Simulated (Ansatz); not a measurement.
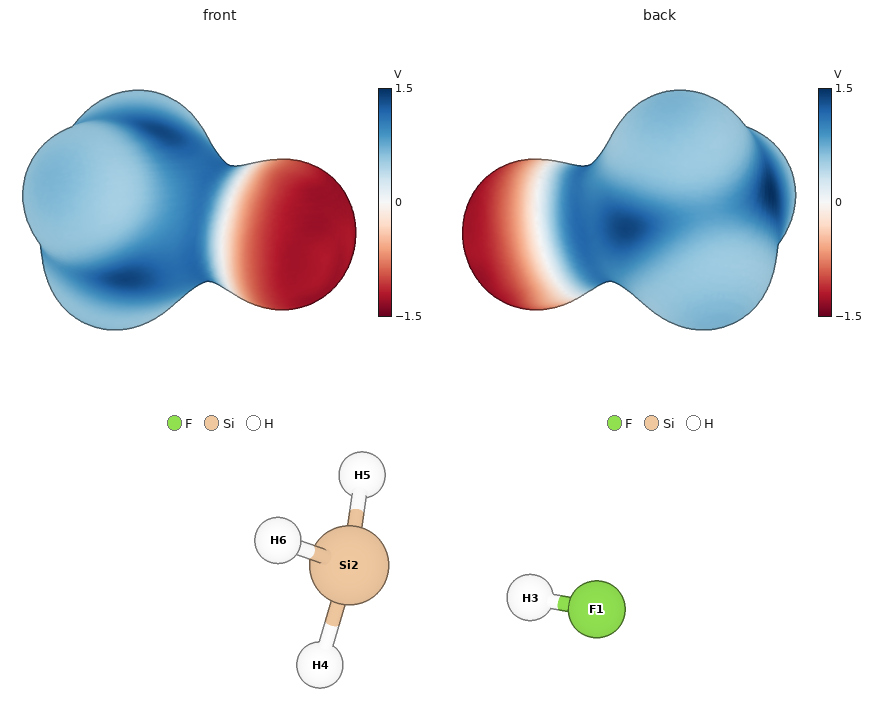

The picture shows: HF···H₃Si (doublet). The molecular electrostatic potential painted on the density surface at 0.002 e/bohr³, seen from the front and from behind; the colour scale runs from red (negative) to blue (positive). The bare structure is drawn below in the same view.

The product side of a reaction path; geometry: PBE0-D4/def2-TZVP.

Theory: Ansatz, UKS PBE0-D4/def2-TZVPP.

```yaml
atoms:
  - { symbol: F, position_ang: [-1.9876, -0.4260, -1.7279] }
  - { symbol: Si, position_ang: [0.5919, 0.1267, 0.5145] }
  - { symbol: H, position_ang: [-1.2938, -0.2767, -1.1246] }
  - { symbol: H, position_ang: [0.7359, 1.5990, 0.6172] }
  - { symbol: H, position_ang: [1.7883, -0.5261, -0.0696] }
  - { symbol: H, position_ang: [0.1652, -0.4970, 1.7904] }
```

**Describe the electrostatic potential map.**

The most negative region (about −1.3 V) lies over F1, the most positive (about +1.5 V) over Si2.
